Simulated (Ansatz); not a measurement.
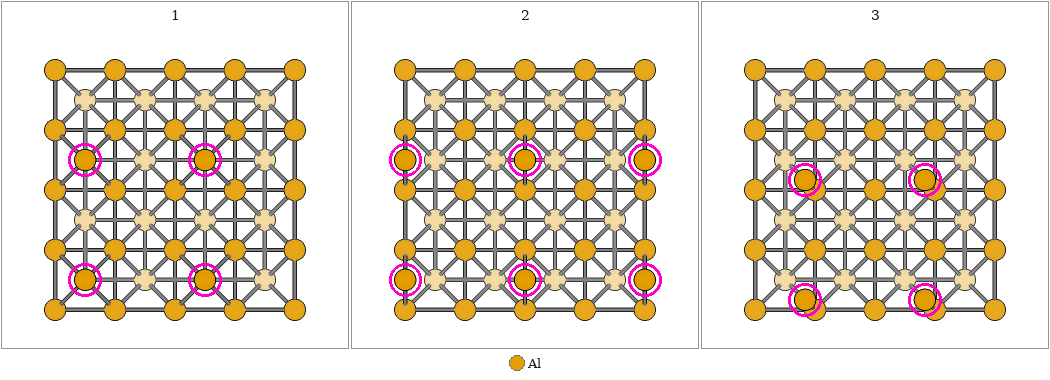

Al on an Al(100) slab cut from the Fm-3m phase, its upper half relaxed before the scan (12 atoms of substrate and one adsorbate in a 2 × 2 cell). Al is moved over the surface cell; relaxed at each place: the height of the adsorbate's atoms; substrate rigid; the origin of the map has the adsorbate above Al9. Places are given modulo a cell vector. The map is drawn in real space over the plane of the surface. The scan uses a 6 × 6 grid; 10 points were computed and 26 follow by symmetry. Places are given in fractions of the 1 × 1 surface cell. Energies: eV, counted from the lowest grid point. Computed with DFT PBE, scalar-relativistic, plane waves, PAW in Ansatz 0.2.0. Settings: cutoff 420 eV, k-mesh 5×5×1, gaussian smearing 0.1 eV, no spin polarisation.

The numbered pictures are structures from this grid. Rings mark the moved atoms.

Rank them by energy, lowest first.

Answer. 1, at a fourfold hollow over a second-layer Al atom, (3/6, 3/6) of the cell vectors: 0.00 eV; 2, at a bridge site between two Al atoms, (0/6, 3/6) of the cell vectors: 0.47 eV; 3, at (5/6, 1/6) of the cell vectors [nearest 1 Al at 2.62 Å]: 0.69 eV.

The map, with the structures marked:

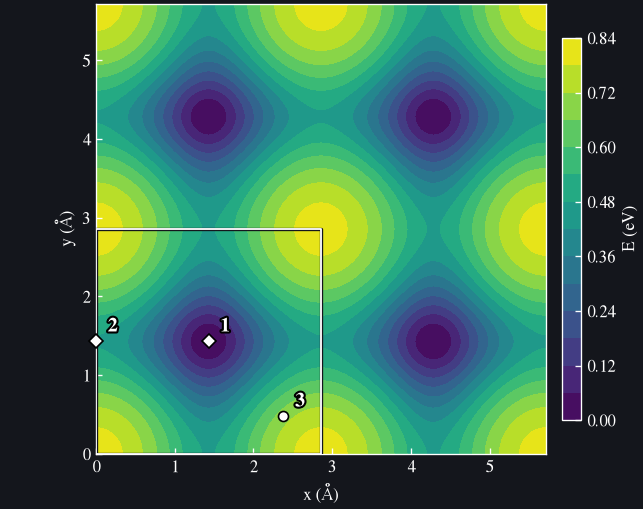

Drawn: filled contours, the outline of one cell of the 2 × 2 shown. Between grid points the surface is interpolated.

PAW datasets: the set soft_1.
